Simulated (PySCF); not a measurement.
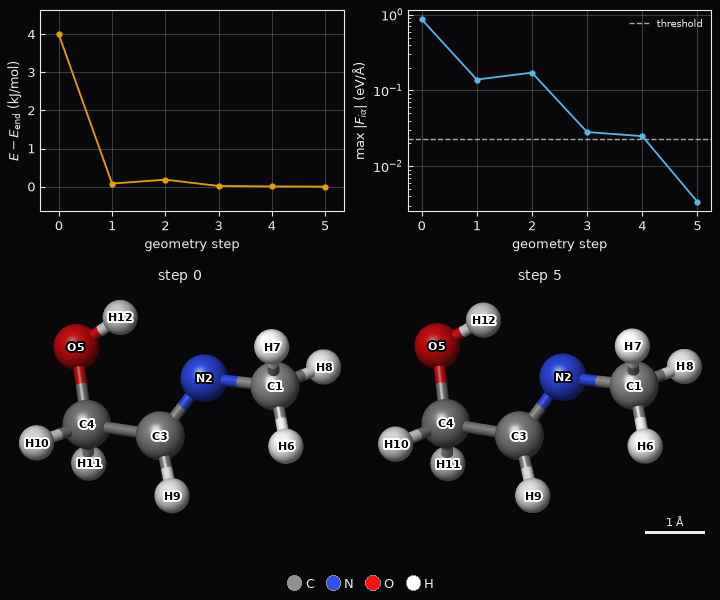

First and last geometry of a relaxation of C3H7NO, with the history of the run. Style: ball-and-stick. Shown from a free direction.

The start comes from GFN2-xTB.

Theory: PBE0-D3(BJ)/def2-SVP geometry optimisation, gas phase in PySCF 2.14.0, density-fitted response routines. 

Question: Did the run converge, and what did it change?

Answer: It converged. The energy falls by 3.99 kJ/mol in 5 geometry steps. The largest force component goes from 0.87 to 0.0034 eV/Å. The atom that moves furthest after the best rigid fit is H12 (0.077 Å). Largest moves by element: H 0.077 Å, O 0.030 Å, N 0.028 Å, C 0.027 Å. Some distances before and after: C4–O5 1.399 → 1.382 Å, C1–H7 1.090 → 1.102 Å, C1–H6 1.098 → 1.107 Å, N2–C3 1.255 → 1.263 Å. Bond angles that change, for instance: O5–C4–H11 109.4° → 112.0°, O5–C4–H10 109.6° → 111.9°, C4–C3–H9 116.1° → 118.4°.
